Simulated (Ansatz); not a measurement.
# NH₄ (doublet): one geometry, many settings at distance N1–H4 along a hydrogen transfer = 0.942 Å

Aim: run NH₄ (doublet) at one geometry under a spread of methods and options, and see what each costs and gives.

The runs use Ansatz 0.2.0, Gaussian basis; the settings change from run to run.

5 further runs of the same task are left out: 5 that didn't finish.

### Step 1. What is computed

The geometry derives from fragments relaxed apart (PBE0/def2-TZVP) and kept rigid, so it is no stationary point. A hydrogen atom is moved between rigid fragments.

5 atoms, charge 0, spin multiplicity 2.

Atoms are counted from 1 here; the program's logs count them from 0.

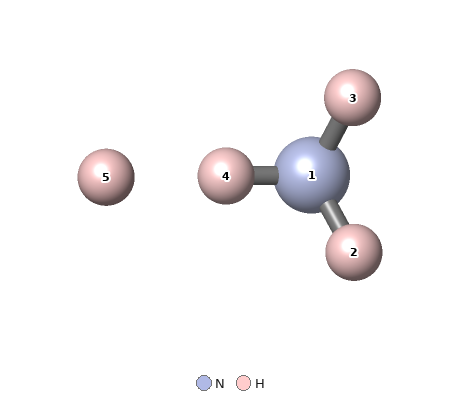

The geometry (nitrogen light blue, hydrogen pink); atoms are numbered from 1 in the order of the file.

Coordinates:

```xyz
5

N    -0.1459   -0.0316   -0.0492
H    -0.4432    0.9362   -0.0492
H    -0.4432   -0.4339    0.8311
H     0.7961   -0.0316   -0.0492
H     2.1181   -0.0316   -0.0492
```

### Step 2. CASCI(9,7)/6-31G

The input, in.yaml:

```yaml
crystal:
  periodic: [false, false, false]
  atoms:
    - {symbol: N, position_ang: [-0.145920, -0.031601, -0.049186]}
    - {symbol: H, position_ang: [-0.443200, 0.936233, -0.049186]}
    - {symbol: H, position_ang: [-0.443199, -0.433900, 0.831073]}
    - {symbol: H, position_ang: [0.796080, -0.031600, -0.049187]}
    - {symbol: H, position_ang: [2.118080, -0.031600, -0.049187]}
basis:
  gaussian: {orbitals: 6-31G}
magnetization: {spin_polarized: false, initial_magnetization: 1}
hamiltonian: {pseudopotentials: {relativity: scalar}}
correlation: {active_space: {window: {electrons: 9, orbitals: 7}, fixed_orbitals: true, states: [{multiplicity: 2, weights: [1, 1, 1]}, {multiplicity: 4, weights: [1]}]}}
accuracy: high
scf: {lower_state_search: full}
```

The run is started by

```console
$ ansatz run in.yaml --threads 1 --pin off --events-out ev --progress --plain --max-ram 2393MiB
```

Output:

```text
Functional definition: HF
  name "HF"
  cite "Fock, Z. Phys. 61, 126 (1930) doi:10.1007/BF01340294"
  parent pbe
  exchange = exact_x
  correlation = 0
404 factors; integrals over basis functions are off by at most 3.7e-9 eV
mean field evaluation 1: about -1539.9353 eV, gradient 2.6e1 eV
mean field evaluation 2: about -1539.9337 eV, gradient 2.6e1 eV
mean field evaluation 4: about -1541.8883 eV, gradient 2.7e0 eV
mean field evaluation 8: about -1541.9248 eV, gradient 1.9e-4 eV
mean field evaluation 16: about -1515.0165 eV, gradient 5.4e1 eV
mean field evaluation 32: about -1515.0165 eV, gradient 5.4e1 eV
mean field -1541.92480652 eV, -56.6646914854 hartree, gradient 2.4e-8 eV, S^2 0.750000; 3 other end points of the search recorded, 0 dependent functions left out
reference -1541.92480652 eV, -56.6646914854 hartree; 6, 5 occupied and 11, 12 virtual orbitals, 404 factors
state -1542.20713577 eV, -56.6750668942 hartree
state -1535.55254759 eV, -56.4305152891 hartree
state -1533.56889148 eV, -56.3576172717 hartree
state -1533.89230539 eV, -56.3695025135 hartree
Total energy: -1536.30522006 eV, -56.4581754921 hartree
Relativity: scalar
```

Wall time 0.24 s (1 thread of AMD EPYC 7R43, shared host).

From the report: 365 determinants; active occupations (of the averaged states) 2.00, 2.00, 1.99, 1.30, 1.17, 0.54, 0.01.

### Step 3. CCSDT on UHF/6-31G

The input, in.yaml:

```yaml
crystal:
  periodic: [false, false, false]
  atoms:
    - {symbol: N, position_ang: [-0.145920, -0.031601, -0.049186]}
    - {symbol: H, position_ang: [-0.443200, 0.936233, -0.049186]}
    - {symbol: H, position_ang: [-0.443199, -0.433900, 0.831073]}
    - {symbol: H, position_ang: [0.796080, -0.031600, -0.049187]}
    - {symbol: H, position_ang: [2.118080, -0.031600, -0.049187]}
basis:
  gaussian: {orbitals: 6-31G}
magnetization: {spin_polarized: true, initial_magnetization: 1}
correlation: {method: ccsdt, electrons: valence}
accuracy: high
scf: {lower_state_search: full}
```

Launched as before.

Output, cut to the lines that bear on the results:

```text
Functional definition: HF
  name "HF"
  cite "Fock, Z. Phys. 61, 126 (1930) doi:10.1007/BF01340294"
  parent pbe
[...]
404 factors; integrals over basis functions are off by at most 4.0e-9 eV
[...]
mean field -1541.20001833 eV, -56.6380560107 hartree, gradient 1.4e-8 eV, S^2 0.752294; 3 other end points of the search recorded, 0 dependent functions left out
1 core orbitals not correlated: weight in the atoms' cores, before any rotation towards them, 1.000 or more for the frozen orbitals, at most 0.000 for the correlated occupied ones
reference -1541.20001833 eV, -56.6380560107 hartree; 5, 4 occupied and 11, 12 virtual orbitals, 404 factors
second order -3.12886376 eV of doubles, -0.00000000 eV of singles
cycle   1  -3.34338188 eV  change   -2.1e-1 eV  update   4.0e-2
[...]
cycle  24  -3.52399943 eV  change   4.7e-10 eV  update  7.4e-10
Total energy: -1544.72401776 eV, -56.7675606011 hartree
```

Wall time 2 s (1 thread of AMD EPYC 7R43, shared host).

From the report: ⟨S²⟩ of the determinant 0.752 (pure doublet: 0.75); correlation -3.5240 eV; T1 0.009; largest double amplitude 0.05.

### Step 4. CCSD(T)/cc-pVDZ

in.yaml, as its differences from that of step 3:

```diff
@@ -9,6 +9,6 @@
 basis:
-  gaussian: {orbitals: 6-31G}
-magnetization: {spin_polarized: true, initial_magnetization: 1}
-correlation: {method: ccsdt, electrons: valence}
-accuracy: high
-scf: {lower_state_search: full}
+  gaussian: {orbitals: cc-pVDZ}
+magnetization: {spin_polarized: false, initial_magnetization: 1}
+hamiltonian: {xc: {name: PBE}}
+correlation: {method: ccsd_t, electrons: valence}
+output: {forces: true}
```

Launched as before.

Output, cut to the lines that bear on the results:

```text
Functional definition: PBE
  name "PBE"
  cite "Perdew, Burke & Ernzerhof, Phys. Rev. Lett. 77, 3865 (1996) doi:10.1103/PhysRevLett.77.3865"
  parent pbe
[...]
308 factors; integrals over basis functions are off by at most 1.4e-3 eV
[...]
mean field -1549.97163023 eV, -56.9604068025 hartree, gradient 6.8e-6 eV, S^2 0.750000; 1 other end points of the search recorded, 0 dependent functions left out
[...]
1 core orbitals not correlated: weight in the atoms' cores, before any rotation towards them, 1.000 or more for the frozen orbitals, at most 0.000 for the correlated occupied ones
reference -1541.83839635 eV, -56.6615159701 hartree; 5, 4 occupied and 28, 29 virtual orbitals, 308 factors
second order -5.32643071 eV of doubles, -0.20851459 eV of singles
cycle   1  -5.72181922 eV  change   -1.9e-1 eV  update   3.8e-2
[...]
cycle  13  -5.86777309 eV  change    5.4e-7 eV  update   5.6e-7
perturbative correction -0.11705563 eV, -0.0043017152 hartree
[...]
Total energy: -1547.82322507 eV, -56.8814543691 hartree
Atom 0 at    -0.145920    -0.031601    -0.049186 Å, force    -5.118519    -0.422594    -0.657767 eV/Å
Atom 1 at    -0.443200     0.936233    -0.049186 Å, force    -0.117696     0.475730     0.142661 eV/Å
Atom 2 at    -0.443199    -0.433900     0.831073 Å, force    -0.117696    -0.067995     0.491984 eV/Å
Atom 3 at     0.796080    -0.031600    -0.049187 Å, force     4.335998    -0.015894    -0.024743 eV/Å
Atom 4 at     2.118080    -0.031600    -0.049187 Å, force     1.017913     0.030753     0.047866 eV/Å
Dipole moment:     0.072772     0.167151     0.260173 e Å
```

It took 2.8 s on 1 thread of AMD EPYC 7R43, shared host.

From the report: correlation -5.9848 eV; T1 0.022; largest double amplitude 0.04. The orbitals are Kohn-Sham ones, so correlation energy and T1 don't compare with those on Hartree-Fock orbitals.

### Step 5. MP2 on ROHF/STO-3G

in.yaml, as its differences from that of step 4:

```diff
@@ -9,6 +9,5 @@
 basis:
-  gaussian: {orbitals: cc-pVDZ}
+  gaussian: {orbitals: STO-3G}
 magnetization: {spin_polarized: false, initial_magnetization: 1}
-hamiltonian: {xc: {name: PBE}}
-correlation: {method: ccsd_t, electrons: valence}
-output: {forces: true}
+correlation: {method: mp2, electrons: all}
+scf: {lower_state_search: off}
```

Launched as before.

Output:

```text
Functional definition: HF
  name "HF"
  cite "Fock, Z. Phys. 61, 126 (1930) doi:10.1007/BF01340294"
  parent pbe
  exchange = exact_x
  correlation = 0
these checks for a lower state are left out or cut short: stability, starts, cluster_reference, orbital_swaps, neighbouring_geometries, increment
113 factors; integrals over basis functions are off by at most 3.3e-5 eV
mean field evaluation 1: about -1520.1300 eV, gradient 1.1e1 eV
mean field evaluation 2: about -1520.1777 eV, gradient 1.1e1 eV
mean field evaluation 4: about -1521.0035 eV, gradient 6.3e-1 eV
mean field evaluation 8: about -1521.0038 eV, gradient 5.8e-4 eV
mean field -1521.00381656 eV, -55.8958592851 hartree, gradient 2.5e-6 eV, S^2 0.750000; 0 other end points of the search recorded, 0 dependent functions left out
reference -1521.00381656 eV, -55.8958592851 hartree; 6, 5 occupied and 3, 4 virtual orbitals, 113 factors
second order -1.23588355 eV of doubles, -0.00818173 eV of singles
Total energy: -1522.24788184 eV, -55.9415778410 hartree
Checks for a lower state left out: stability, starts, cluster_reference, orbital_swaps, neighbouring_geometries, increment
```

Run time: 0.09 s. Hardware: 1 thread of AMD EPYC 7R43, shared host.

### Step 6. CCSD on ROHF/6-31G

in.yaml, as its differences from that of step 5:

```diff
@@ -9,5 +9,6 @@
 basis:
-  gaussian: {orbitals: STO-3G}
+  gaussian: {orbitals: 6-31G}
 magnetization: {spin_polarized: false, initial_magnetization: 1}
-correlation: {method: mp2, electrons: all}
-scf: {lower_state_search: off}
+hamiltonian: {pseudopotentials: {relativity: scalar}}
+correlation: {method: ccsd, electrons: outside_noble_gas}
+scf: {lower_state_search: full}
```

Same command.

Output, cut to the lines that bear on the results:

```text
Functional definition: HF
  name "HF"
  cite "Fock, Z. Phys. 61, 126 (1930) doi:10.1007/BF01340294"
  parent pbe
[...]
260 factors; integrals over basis functions are off by at most 2.4e-4 eV
[...]
mean field -1541.92480981 eV, -56.6646916063 hartree, gradient 2.1e-6 eV, S^2 0.750000; 3 other end points of the search recorded, 0 dependent functions left out
1 core orbitals not correlated: weight in the atoms' cores, before any rotation towards them, 1.000 or more for the frozen orbitals, at most 0.000 for the correlated occupied ones
reference -1541.92480981 eV, -56.6646916063 hartree; 5, 4 occupied and 11, 12 virtual orbitals, 260 factors
second order -3.13513829 eV of doubles, -0.01205480 eV of singles
cycle   1  -3.36238200 eV  change   -2.1e-1 eV  update   3.8e-2
[...]
cycle  10  -3.50335790 eV  change   -2.8e-6 eV  update   6.7e-6
Total energy: -1545.42816771 eV, -56.7934376346 hartree
Relativity: scalar
```

Run time: 0.39 s. Hardware: 1 thread of AMD EPYC 7R43, shared host.

From the report: correlation -3.5034 eV; T1 0.013; largest double amplitude 0.05.

### Step 7. NEVPT4(SD)(9,7)/6-31G

in.yaml, as its differences from that of step 6:

```diff
@@ -11,4 +11,3 @@
 magnetization: {spin_polarized: false, initial_magnetization: 1}
-hamiltonian: {pseudopotentials: {relativity: scalar}}
-correlation: {method: ccsd, electrons: outside_noble_gas}
-scf: {lower_state_search: full}
+correlation: {method: fic_nevpt4_sd, electrons: all, active_space: {window: {electrons: 9, orbitals: 7}, states: [{multiplicity: 2, weights: [1, 0.5, 1]}, {multiplicity: 4, weights: [1]}]}}
+scf: {lower_state_search: light}
```

Launched as before.

Output, cut to the lines that bear on the results:

```text
Functional definition: HF
  name "HF"
  cite "Fock, Z. Phys. 61, 126 (1930) doi:10.1007/BF01340294"
  parent pbe
[...]
392 factors; integrals over basis functions are off by at most 8.4e-8 eV
[...]
mean field -1541.17840405 eV, -56.6372617005 hartree, gradient 2.1e-6 eV, S^2 0.750000; 0 other end points of the search recorded, 0 dependent functions left out
reference -1541.17840405 eV, -56.6372617005 hartree; 6, 5 occupied and 11, 12 virtual orbitals, 392 factors
state -1541.61444753 eV, -56.6532860028 hartree
state -1536.72264474 eV, -56.4735155661 hartree
state -1533.94433007 eV, -56.3714143853 hartree
state -1541.61444753 eV, -56.6532860028 hartree; corrected -1544.68362477 eV, -56.7660761863 hartree
state -1536.72264474 eV, -56.4735155661 hartree; corrected -1540.46046141 eV, -56.6108777951 hartree
[...]
state -1541.46095077 eV, -56.6476451012 hartree
state -1537.26106126 eV, -56.4933020085 hartree
state -1533.89855229 eV, -56.3697320830 hartree
state -1541.46095077 eV, -56.6476451012 hartree; corrected -1544.66559490 eV, -56.7654136006 hartree
state -1537.26106126 eV, -56.4933020085 hartree; corrected -1540.47901770 eV, -56.6115597263 hartree
state -1533.89855229 eV, -56.3697320830 hartree; corrected -1536.65733586 eV, -56.4711155090 hartree
state -1534.21817458 eV, -56.3814779856 hartree
state -1534.21817458 eV, -56.3814779856 hartree; corrected -1536.90166905 eV, -56.4800945884 hartree
state -1541.61444753 eV, -56.6532860028 hartree; corrected -1544.68362477 eV, -56.7660761863 hartree
state -1536.72264474 eV, -56.4735155661 hartree; corrected -1540.46046141 eV, -56.6108777951 hartree
state -1533.94433007 eV, -56.3714143853 hartree; corrected -1536.68291847 eV, -56.4720556527 hartree
state -1534.29469995 eV, -56.3842902407 hartree; corrected -1536.91580782 eV, -56.4806141783 hartree
Total energy: -1539.57502336 eV, -56.5783385471 hartree
```

Wall time 11 s (1 thread of AMD EPYC 7R43, shared host).

From the report: 735 determinants; active occupations (of the averaged states) 2.00, 1.99, 1.98, 1.33, 1.10, 0.58, 0.02.

### Step 8. CCSDT(Q)/def2-mTZVP

The input, in.yaml:

```yaml
crystal:
  periodic: [false, false, false]
  atoms:
    - {symbol: N, position_ang: [-0.145920, -0.031601, -0.049186]}
    - {symbol: H, position_ang: [-0.443200, 0.936233, -0.049186]}
    - {symbol: H, position_ang: [-0.443199, -0.433900, 0.831073]}
    - {symbol: H, position_ang: [0.796080, -0.031600, -0.049187]}
    - {symbol: H, position_ang: [2.118080, -0.031600, -0.049187]}
basis:
  gaussian: {orbitals: def2-mTZVP}
magnetization: {spin_polarized: false, initial_magnetization: 1}
hamiltonian: {xc: {name: PBE0}}
correlation: {method: ccsdt_q, electrons: outside_noble_gas}
accuracy: high
scf: {lower_state_search: off}
output: {forces: true}
```

The command is unchanged.

Output, cut to the lines that bear on the results:

```text
Functional definition: PBE0
  name "PBE0"
  cite "Adamo & Barone, J. Chem. Phys. 110, 6158 (1999) doi:10.1063/1.478522"
  cite "Perdew, Burke & Ernzerhof, Phys. Rev. Lett. 77, 3865 (1996) doi:10.1103/PhysRevLett.77.3865"
  parent pbe
[...]
573 factors; integrals over basis functions are off by at most 3.7e-9 eV
[...]
mean field -1550.69903921 eV, -56.9871385895 hartree, gradient 9.2e-9 eV, S^2 0.750000; 0 other end points of the search recorded, 0 dependent functions left out
1 core orbitals not correlated: weight in the atoms' cores, before any rotation towards them, 1.000 or more for the frozen orbitals, at most 0.000 for the correlated occupied ones
reference -1542.33059508 eV, -56.6796039398 hartree; 5, 4 occupied and 25, 26 virtual orbitals, 573 factors
second order -5.10615666 eV of doubles, -0.12553797 eV of singles
cycle   1  -5.34026398 eV  change   -1.1e-1 eV  update   4.9e-2
[...]
cycle  25  -5.62502103 eV  change  -4.1e-10 eV  update  8.7e-10
perturbative correction -0.00758850 eV, -0.0002788722 hartree
[...]
Total energy: -1547.96320460 eV, -56.8865985220 hartree
Atom 0 at    -0.145920    -0.031601    -0.049186 Å, force    -4.637901    -0.080995    -0.126065 eV/Å
Atom 1 at    -0.443200     0.936233    -0.049186 Å, force    -0.164804     0.277536    -0.009141 eV/Å
Atom 2 at    -0.443199    -0.433900     0.831073 Å, force    -0.164803    -0.123678     0.248624 eV/Å
Atom 3 at     0.796080    -0.031600    -0.049187 Å, force     3.768557    -0.088882    -0.138349 eV/Å
Atom 4 at     2.118080    -0.031600    -0.049187 Å, force     1.198951     0.016018     0.024932 eV/Å
Dipole moment:     0.104868     0.196795     0.306314 e Å
Checks for a lower state left out: starts, cluster_reference, orbital_swaps, neighbouring_geometries, increment
```

It took 1.8 min on 1 thread of AMD EPYC 7R43, shared host; peak memory 1.2 GiB.

From the report: correlation -5.6326 eV; T1 0.011; largest double amplitude 0.05. The orbitals are Kohn-Sham ones, so correlation energy and T1 don't compare with those on Hartree-Fock orbitals.

### Step 9. All runs side by side

Where basis and cores are those of an earlier FCI/6-31G run (-1544.7318 eV), and the state is the same kind, the miss against it is given.

| level | correlated | functions | energy (eV) | from FCI (meV) | time |
| --- | --- | --- | --- | --- | --- |
| CASCI(9,7)/6-31G (mean of several states, relativity set) |  | 17 | -1536.3052 |  | 0.24 s |
| CCSDT on UHF/6-31G | valence | 17 | -1544.7240 | 7.7 | 2 s |
| CCSD(T)/cc-pVDZ (on PBE orbitals) | valence | 34 | -1547.8232 |  | 2.8 s |
| MP2 on ROHF/STO-3G | all | 9 | -1522.2479 |  | 0.09 s |
| CCSD on ROHF/6-31G (relativity set) | outside noble gas | 17 | -1545.4282 |  | 0.39 s |
| NEVPT4(SD)(9,7)/6-31G (mean of several states) | all | 17 | -1539.5750 |  | 11 s |
| CCSDT(Q)/def2-mTZVP (on PBE0 orbitals) | outside noble gas | 31 | -1547.9632 |  | 1.8 min |

### Step 10. What came out

| quantity | value |
| --- | --- |
| runs | 7 |
| quickest | MP2 on ROHF/STO-3G, 0.09 s |
| slowest | CCSDT(Q)/def2-mTZVP (on PBE0 orbitals), 1.8 min |

In words: Total energies in different bases, with other cores or another treatment of relativity can't be set against each other. CCSDT(Q)/def2-mTZVP (on PBE0 orbitals) took 1190 times as long as MP2 on ROHF/STO-3G; the jobs differ in more than the method.
